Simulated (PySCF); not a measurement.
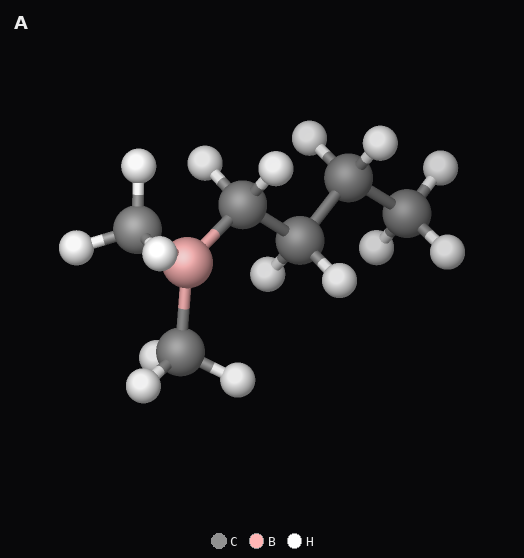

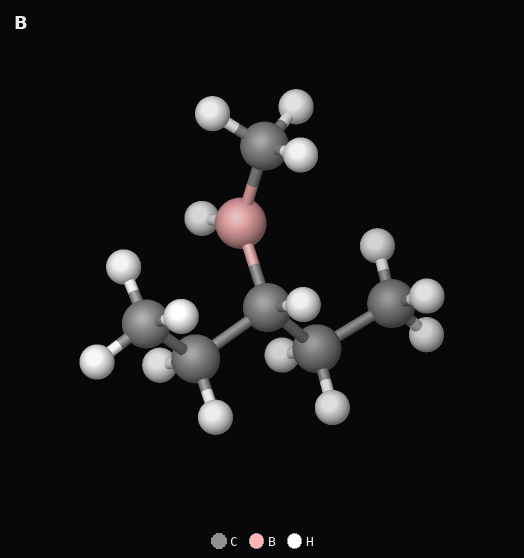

2 stationary structures of one formula. Geometries: GFN2-xTB. Electronic energies: PBE0/pcSseg-1 (PySCF 2.14.0), without zero-point energy. No frequency run is at hand to confirm each as a minimum. Each is one conformer, not always the lowest.

Question: Are they conformers, stereoisomers or constitutional isomers?

Answer: They are constitutional isomers of C6H15B: A `CCCCB(C)C`, B `CBC(CC)CC`.

Question: Which is lowest in energy, and by how much?

Answer: A is lowest; B lies 15.2 kcal/mol above it.

The geometry is semi-empirical. Around B such bond lengths and angles can be off by a tenth of an ångström or more and by several degrees, and values that hang on the shape move with them.
